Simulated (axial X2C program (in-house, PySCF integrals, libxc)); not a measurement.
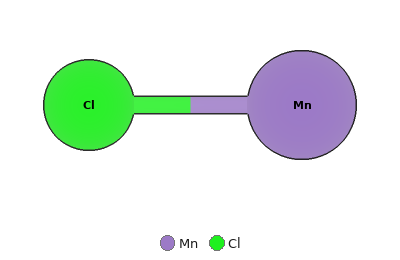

Fig. 1: The molecule at the reference distance of 2.241 Å.

**MnCl: relativistic diatomic calculation**

- system: MnCl, single determinant with Ω = 3.
- method: PBE0, two-component X2C with atomic mean-field Coulomb and Gaunt terms, Mn dyall-cv3z, Cl dyall-av3z (cores contracted) (axial X2C program (in-house, PySCF integrals, libxc))

**Summary**

```tsv
quantity	value
outcome	converged
bond length rₑ	2.237 Å
ωₑ	380.7 cm⁻¹
energy at the minimum	−1619.56463 hartree
depth below the fragments	3.77 eV
hardware	1 thread of Arm Neoverse V2, 24 GiB of memory available, shared host
wall time	6 s
peak memory	0.89 GiB
```

**Input file**
```
{"zs": [25, 17], "q": 0, "bas": ["dyall-cv3z", "dyall-av3z"], "levels": ["PBE0", "HF", "BLYP"], "cc": true, "r0": 2.18, "thr": -2.0, "nmax": 90, "npts": 10, "nst": 2, "ntry": 6}
```

The line is the task of a batch: nuclear charges, charge, bases, the levels to run, a first guess of the distance and further settings. This report covers PBE0 with spin-orbit coupling. The log is that of the reference distance 2.241 Å, started from orbitals converged before.

Launched within a batch (the task file carries these settings):
```bash
python <driver script> task.json out
```

**The program's output**
```
two-component X2C + atomic mean field  PBE0
basis functions 170  fitting functions 906  grid points 5078
iter        total energy     max residual
   1      -1619.564628346     6.17e-05
   2      -1619.564628353     1.29e-05
converged
one-electron -2432.46119639  Coulomb 793.63045713  exact exchange -19.79407994  xc functional -60.91959350  nuclear repulsion 100.35712389  atomic mean-field constant -0.37733955
```

**The points of the curve**

| R (Å) | E (hartree) | dipole (D; origin at the first atom, positive when the second is positive) | highest filled (eV) | lowest empty (eV) |
| --- | --- | --- | --- | --- |
| 1.950 | −1619.538228 | −1.08 | −5.24 | −2.35 |
| 2.039 | −1619.553743 | −1.65 | −5.44 | −2.36 |
| 2.107 | −1619.560344 | −2.08 | −5.59 | −2.39 |
| 2.174 | −1619.563722 | −2.51 | −5.73 | −2.44 |
| 2.241 | −1619.564628 | −2.94 | −5.86 | −2.50 |
| 2.319 | −1619.563361 | −3.44 | −6.01 | −2.58 |
| 2.398 | −1619.560267 | −3.94 | −6.15 | −2.67 |
| 2.499 | −1619.554491 | −4.58 | −6.32 | −2.80 |
| 2.622 | −1619.545761 | −5.35 | −6.50 | −2.98 |
| 2.801 | −1619.531655 | −6.43 | −6.70 | −3.24 |

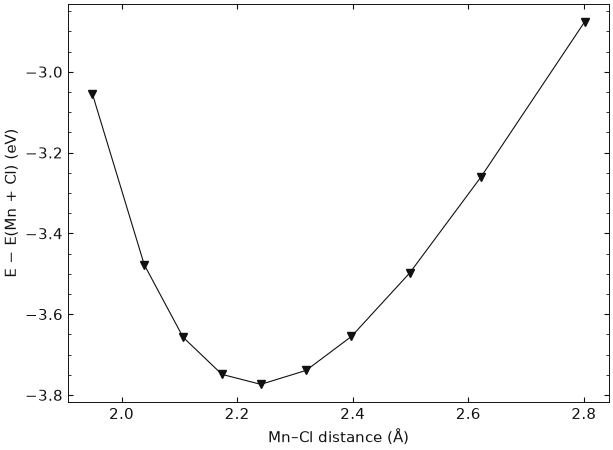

Fig. 2: Energy at 10 bond lengths, for one set of occupations held fixed; the line joins the points. A polynomial of degree 6 through 9 points gives rₑ = 2.237 Å, ωₑ = 380.7 cm⁻¹, ωₑxₑ = 1.4 cm⁻¹ and Bₑ = 0.1577 cm⁻¹. The minimum lies 3.77 eV below Mn + Cl, each computed as one determinant at the same level.

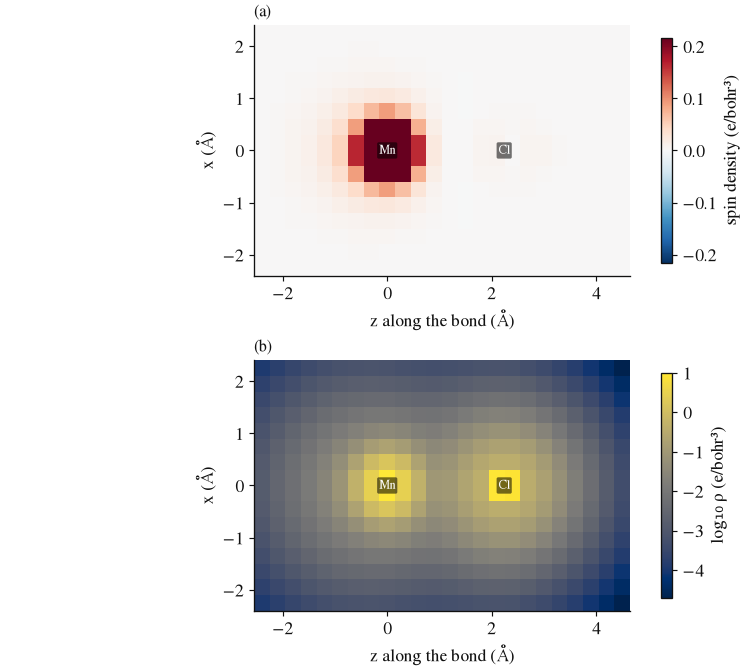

Fig. 3: (a) spin density; (b) electron density on a logarithmic scale, in a plane that holds the axis, at 2.24 Å, on points 0.3 Å apart (one half computed, the other mirrored); the structure near the nuclei is finer than these points.

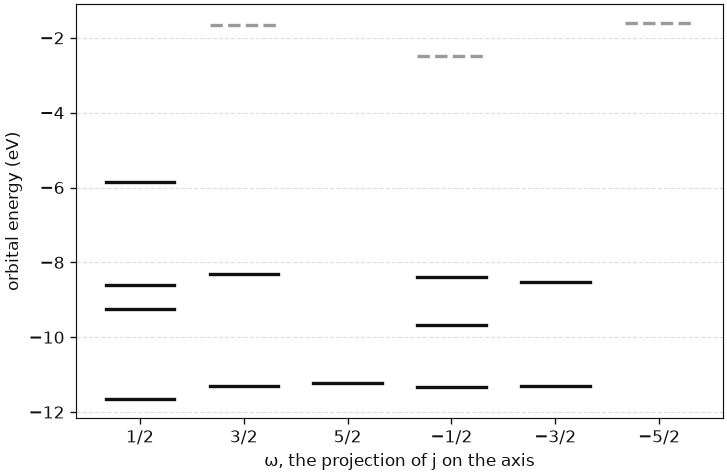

Fig. 4: Orbital energies near the frontier at 2.24 Å, filled (solid) and empty (dashed). The highest filled spinor (1/2; 50 % Mn s, 28 % Mn p) lies at −5.86 eV, the lowest empty one (−1/2; 56 % Mn s, 27 % Mn d) at −2.50 eV.
